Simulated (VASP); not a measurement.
Band structure of CdTe (zinc blende). Level of theory: optB88-vdW, VASP's PBE PAW potentials (set 64) (plane waves; VASP).

Unless said otherwise, spin-orbit coupling is left out, though it shifts the bands of the heavy elements here.

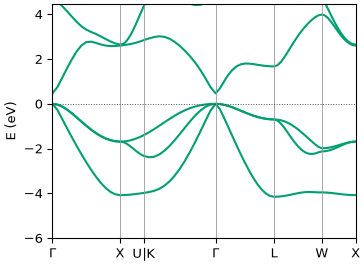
Bands along high-symmetry lines, zero at the valence-band maximum or, without a gap, the Fermi level

Question: Read the plot: is there a gap, and where are the band edges?

Answer: The gap is direct, 0.47 eV, from the valence maximum at Γ to the conduction minimum at Γ. (Edges off the drawn lines would not show.)

Measured: gap 1.63 eV (computed value off by -1.16 eV), as given by Anna Miglio et al., npj Computational Materials (2020), arXiv:2011.12765 [zero-point renormalisation of 16 meV (experimental, the table's column) added back].

The compound is CdTe in the zinc blende structure. It was relaxed first, which changed the volume by +5 %.
